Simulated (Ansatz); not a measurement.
# B3LYP/6-31G(d) (Cartesian functions) run of C2H6Si (vinylsilane)

What is the vertical ionisation energy of C2H6Si (vinylsilane) at B3LYP/6-31G* (Cartesian functions)? 

The calculation is run with Ansatz 0.2.0.

51 further runs of the same task are left out: 51 set aside as unsound or not needed.

**1. Starting point**

The species is C2H6Si (9 atoms), meant as a singlet with charge 0. As SMILES, `C=C[SiH3]`. The shape is that of a PBE0-D4/def2-TZVP optimisation.

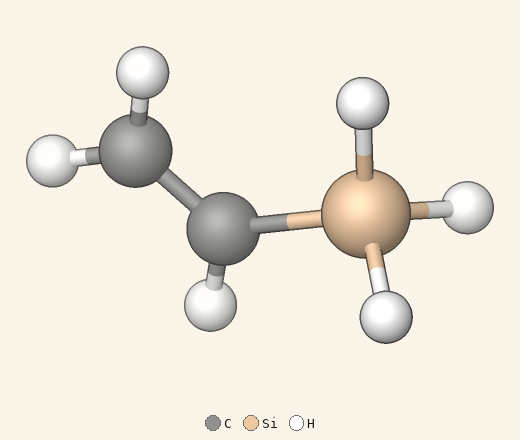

Viewed from a chosen angle; carbon grey, silicon light orange, hydrogen white.

**2. The energy at B3LYP/6-31G(d) (Cartesian functions)**

File input.yaml:

```yaml
crystal:
  periodic: [false, false, false]
  atoms:
    - symbol: C
      position_ang: [-0.713700, 0.870200, -1.048300]
    - symbol: C
      position_ang: [-0.071300, 0.712500, 0.105600]
    - symbol: Si
      position_ang: [0.560600, -0.932000, 0.700100]
    - symbol: H
      position_ang: [-0.905700, 0.033000, -1.713900]
    - symbol: H
      position_ang: [-1.076700, 1.838600, -1.381500]
    - symbol: H
      position_ang: [0.089400, 1.592000, 0.727600]
    - symbol: H
      position_ang: [2.035800, -0.893900, 0.893800]
    - symbol: H
      position_ang: [0.223400, -1.972400, -0.307300]
    - symbol: H
      position_ang: [-0.053200, -1.294300, 2.006700]
basis:
  gaussian:
    orbitals: "6-31G*"
total_charge: 0
hamiltonian:
  xc: {name: B3LYP}
accuracy: high
output:
  orbitals: {seedname: orbitals}
```

The run is started by

```
ansatz run input.yaml --threads 1 --pin off --max-ram 3480MiB --events-out events.jsonl --progress --plain --runs-dir runs
```

Log:

```text
Warning: RAYON_NUM_THREADS=1 ignored (pool sized by the plan → 1); use --threads N
Functional definition: B3LYP
  name "B3LYP"
  parameter a0 = 0.2
  parameter ax = 0.72
  parameter ac = 0.81
  exchange = (1 - a0 - ax)*slater_x + ax*b88_x + a0*exact_x
  correlation = (1 - ac)*vwn_rpa_c + ac*lyp_c
1404 factors; integrals over basis functions are off by at most 3.7e-9 eV
mean field evaluation 1: about -10044.8056 eV, gradient 3.9e1 eV
mean field evaluation 2: about -10043.3050 eV, gradient 4.5e1 eV
mean field evaluation 4: about -10048.7226 eV, gradient 2.7e0 eV
mean field evaluation 8: about -10048.7363 eV, gradient 8.6e-3 eV
mean field evaluation 16: about -10048.7363 eV, gradient 1.5e-7 eV
mean field -10048.73626337 eV, -369.2842464006 hartree, gradient 3.2e-8 eV, S^2 0.000000; 0 other end points of the search recorded, 0 dependent functions left out
reference -10048.73630157 eV, -369.2842478046 hartree; 16, 16 occupied and 45, 45 virtual orbitals, 1404 factors
Total energy: -10048.73630157 eV, -369.2842478046 hartree
```

Wall time 2 s (1 thread of Intel Xeon 6975P-C (Granite Rapids), shared host); peak memory 0.19 GiB.

**3. The doublet cation**

File in.yaml:

```yaml
crystal:
  periodic: [false, false, false]
  atoms:
    - {symbol: C, position_ang: [-0.713700, 0.870200, -1.048300]}
    - {symbol: C, position_ang: [-0.071300, 0.712500, 0.105600]}
    - {symbol: Si, position_ang: [0.560600, -0.932000, 0.700100]}
    - {symbol: H, position_ang: [-0.905700, 0.033000, -1.713900]}
    - {symbol: H, position_ang: [-1.076700, 1.838600, -1.381500]}
    - {symbol: H, position_ang: [0.089400, 1.592000, 0.727600]}
    - {symbol: H, position_ang: [2.035800, -0.893900, 0.893800]}
    - {symbol: H, position_ang: [0.223400, -1.972400, -0.307300]}
    - {symbol: H, position_ang: [-0.053200, -1.294300, 2.006700]}
basis:
  gaussian: {orbitals: "6-31G*"}
total_charge: 1
magnetization: {spin_polarized: true, initial_magnetization: 1}
hamiltonian: {xc: {name: B3LYP}}
accuracy: high
output: {orbitals: {seedname: orbitals}}
```

The run is started by

```
ansatz run in.yaml --threads 1 --pin off --max-ram 3480MiB --events-out events.jsonl --progress --plain --runs-dir runs
```

Log, shortened:

```text
Warning: RAYON_NUM_THREADS=1 ignored (pool sized by the plan → 1); use --threads N
[... 7 set-up lines as earlier in the session ...]
1403 factors; integrals over basis functions are off by at most 3.7e-9 eV
mean field evaluation 1: about -10026.7709 eV, gradient 4.4e1 eV
mean field evaluation 2: about -10007.4868 eV, gradient 6.9e1 eV
mean field evaluation 4: about -10038.3863 eV, gradient 4.9e0 eV
mean field evaluation 8: about -10038.7056 eV, gradient 9.5e-1 eV
mean field evaluation 16: about -10038.7122 eV, gradient 3.9e-4 eV
mean field evaluation 32: about -10038.5973 eV, gradient 1.3e0 eV
mean field -10038.71215803 eV, -368.9158673241 hartree, gradient 6.2e-8 eV, S^2 0.754197; 2 other end points of the search recorded, 0 dependent functions left out
reference -10038.71219538 eV, -368.9158686967 hartree; 16, 15 occupied and 45, 46 virtual orbitals, 1403 factors
Total energy: -10038.71219538 eV, -368.9158686967 hartree
```

Run time: 5.1 s. Hardware: 1 thread of Intel Xeon 6975P-C (Granite Rapids), shared host; peak memory 0.26 GiB.

**4. Results**

At B3LYP/6-31G* (Cartesian functions):

```
                                          quantity          value
                      singlet C2H6Si: total energy  -369.28425 Eh
                       singlet C2H6Si: HOMO energy       -7.49 eV
                       singlet C2H6Si: LUMO energy       -0.18 eV
                     singlet C2H6Si: HOMO–LUMO gap        7.31 eV
                      doublet cation: total energy  -368.91587 Eh
doublet cation: HOMO energy (highest over α and β)      -14.78 eV
 doublet cation: LUMO energy (lowest over α and β)      -12.51 eV
                              doublet cation: ⟨S²⟩          0.754
vertical ionisation energy (to the doublet cation)      10.024 eV
```

The vertical ionisation energy comes to 10.02 eV (967 kJ/mol). −ε(HOMO) before ionisation, 7.49 eV, is 2.54 eV below this ionisation energy.
